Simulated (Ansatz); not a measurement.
Pulling on the Ga1–H2 bond in GaH3O2 (SMILES [OH][GaH][OH]) (multiplicity 1 held, fragments rigid). Energies count from the point at 1.547 Å.
Geometry at that point (charge 0, multiplicity 1):
```xyz
6

Ga    -0.244    -0.178    -0.151
H     -1.354    -1.016    -0.827
O      0.020     1.538    -0.577
H      0.742     1.940    -0.082
O      0.902    -0.756     1.106
H      0.795    -1.676     1.365
```

R- and RO- levels are restricted; in cc, def2 and unpolarised 6-31G sets they are followed outwards from rest. U- levels take the lowest unrestricted solution at each point, which mixes spins at long bonds. Active spaces are followed from a long bond inwards. Curves can end on different states.

Cores are frozen in the correlated methods. Filled d and f shells under p-block atoms count as core.

Codes used: Ansatz (Gaussian orbitals). Each number belongs to the level named beside it.

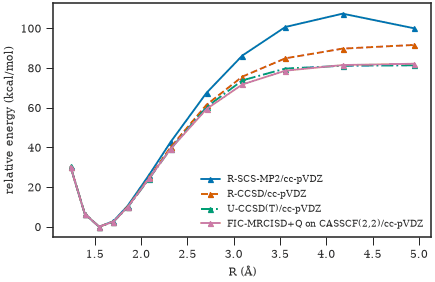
Fig. 1. Relative energy along the coordinate

Doubts at one or more of the structures used: a restricted determinant that unrestricted orbitals would lower (R-SCS-MP2/cc-pVDZ, R-CCSD/cc-pVDZ); other coupled-cluster roots lie near (R-CCSD/cc-pVDZ); T1 above 0.05 (R-CCSD/cc-pVDZ, U-CCSD(T)/cc-pVDZ); a spin-contaminated determinant (U-CCSD(T)/cc-pVDZ).

Ansatz is an electronic-structure program.
